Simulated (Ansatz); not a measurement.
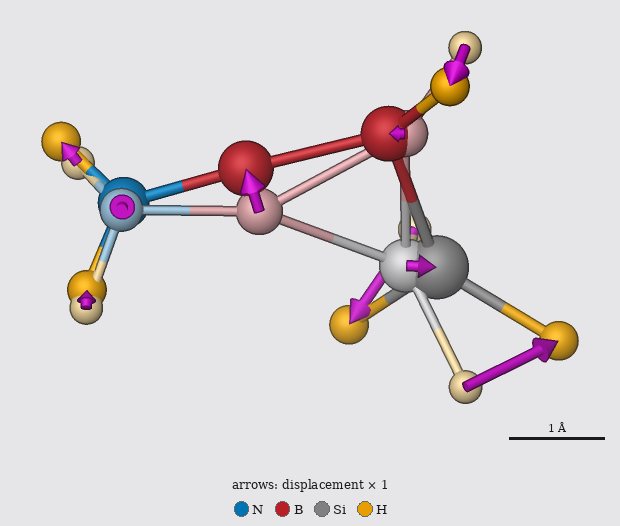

This is a relaxation of B2SiNH5. The starting structure is drawn faded, the final one solid; purple arrows show the displacements, at their true length. The two geometries are superimposed by the best rigid fit.

A ball-and-stick model, seen at a tilt.

The run prepares an end point of a later path (inversion) calculation, from a guessed geometry.

Level of theory: RKS r2SCANh/def2-SVP (Ansatz).

Input
```yaml
crystal:
  periodic: [false, false, false]
  atoms:
    - { symbol: "N", position_ang: [-0.4852, 1.5307, -1.0791] }
    - { symbol: B, position_ang: [0.0493, 0.471, -0.226] }
    - { symbol: B, position_ang: [1.4156, -0.5548, 0.1755] }
    - { symbol: Si, position_ang: [-0.1432, -0.97, 0.9092] }
    - { symbol: H, position_ang: [-0.9281, 1.1041, -1.9558] }
    - { symbol: H, position_ang: [-1.3409, 1.9908, -0.5632] }
    - { symbol: H, position_ang: [2.616, -0.8232, 0.0492] }
    - { symbol: H, position_ang: [-0.7955, -2.1448, 0.2843] }
    - { symbol: H, position_ang: [-0.2994, -0.65, 2.3889] }
basis:
  gaussian: { orbitals: def2-SVP }
hamiltonian:
  xc: r2scanh
relax:
  f_tol: 0.015
  max_steps: 40
```

Launched with:
```bash
ansatz run input.yaml --threads 2 --pin off --max-ram 3072MiB --backend cpu --events-out ev --progress --plain --runs-dir out
```

**Atoms of which element are displaced furthest, and by how much?**

Hydrogen: up to 1.29 Å, against 0.49 Å for boron.

**What did the optimiser do to the structure, and how much energy did it gain?**

The atom that moves furthest after the best rigid fit is H8 (1.29 Å). Largest moves by element: H 1.29 Å, B 0.49 Å, N 0.37 Å, Si 0.33 Å. Some distances before and after: B2–Si4 1.845 → 2.447 Å, B2–B3 1.755 → 1.558 Å, B3–Si4 1.772 → 1.871 Å, N1–B2 1.462 → 1.369 Å. Bonds break: B2–Si4 (1.84 → 2.45 Å). Bond angles that change, for instance: B2–B3–Si4 63.1° → 90.6°, N1–B2–B3 147.3° → 174.4°, Si4–B3–H7 147.7° → 127.3°. Over 17 accepted moves (20 points after the start) the energy falls by 307.9 kJ/mol. The largest force component goes from 5.3 to 0.012 eV/Å. The line search rejected the trial steps at points 8, 11, 15 of the run. Cost: 60 s on 2 threads of Arm Neoverse V1, on a shared host, peak memory 0.18 GiB.
